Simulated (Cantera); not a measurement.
Feed: 1 mol SiH₂Cl₂, 0.0049 mol Cl₂, 20 mol H₂, at 880 Pa.

These are equilibrium values from Cantera (NASA tables, ideal gas, pure condensed phases), not measurements of a reactor. Candidate condensed phases: Si; 19 gas species. The tables' values for SiCl₃ are old estimates; treat these amounts as uncertain. The numbers say what is thermodynamically allowed, not how fast it happens.

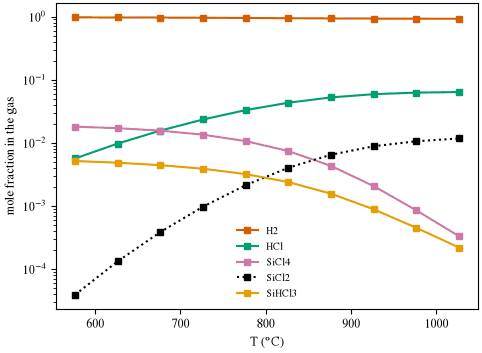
Figure. Equilibrium gas composition (values under 1e-9 drawn at 1e-9)

From 577 °C to 1027 °C the condensed part is Si(s). The main Si-bearing gas is SiCl₄ at 577 °C and SiCl₂ at 1027 °C. The share of Si in condensed phases is highest at 977 °C (71.5 %) and lowest at 577 °C (49.8 %).
